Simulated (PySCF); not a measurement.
ZnO⁻, doublet (excess alpha electrons: σ +1). PBE0/def2-TZVPPD with PySCF 2.14.0, UKS. One reference determinant with the occupation held, the lowest that a PBE0 search over spins and occupations found; no spin-orbit coupling. Zero is the separated fragments in their ground configurations, without counterpoise. The fragments are Zn + O⁻. 2 further points of the run are not drawn. Horizontal lines: vibrational levels from ωe and ωexe, starting at v = 0.

### What bond curve does the calculation give?

re = 1.762 Å, ωe = 630 cm⁻¹, ωexe = 7.9 cm⁻¹, De = 2.04 eV.
```tsv
r (Å)	E (eV)
1.524	−1.12
1.595	−1.66
1.666	−1.93
1.719	−2.02
1.772	−2.04
1.825	−2.01
1.896	−1.92
1.985	−1.76
2.091	−1.56
2.233	−1.31
```

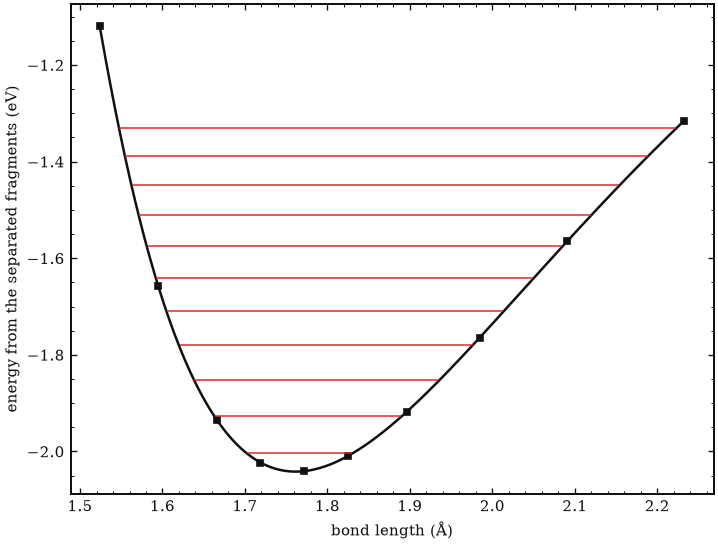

Caveats: lowest determinant of a PBE0 search, another state may lie lower.
